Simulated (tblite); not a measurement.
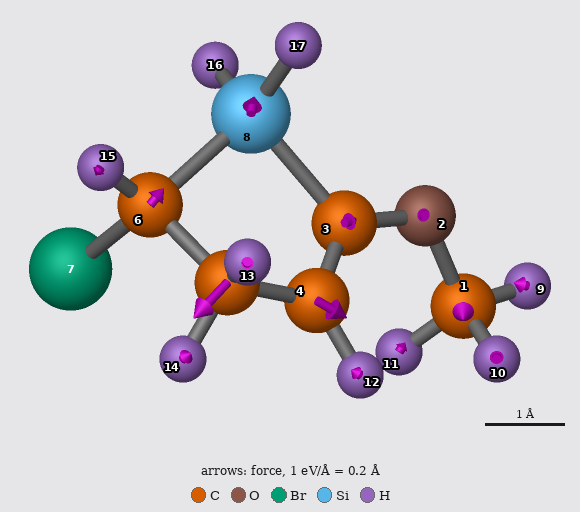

Starting geometry of C$_{5}$H$_{9}$BrOSi with the computed forces as purple arrows. Style: ball-and-stick. Shown from a free direction.

Computed with tblite, GFN2-xTB geometry optimisation, gas phase. 

### What follows when this structure is relaxed?

It isn't relaxed: the largest force vector, on a C atom, is 3.61 eV/Å. The final displacements have little in common with the starting forces (cosine between the two patterns 0.18). The Br atom moves most after the best rigid fit: 0.67 Å. Largest moves by element: Br 0.67 Å, H 0.54 Å, C 0.29 Å, O 0.28 Å, Si 0.16 Å. Near-neighbour distances that change, for instance: C–C 1.446 → 1.502 Å, C–H 1.129 → 1.094 Å, C–Si 1.892 → 1.921 Å, C–O 1.438 → 1.409 Å. Bond angles that change, for instance: C–C–Si 96.1° → 106.5°, Br–C–H 113.0° → 104.1°, C–C–H 104.4° → 111.9°. Groups turn about C–O by about 30°. After 86 geometry steps the energy has fallen by 68.1 kJ/mol.
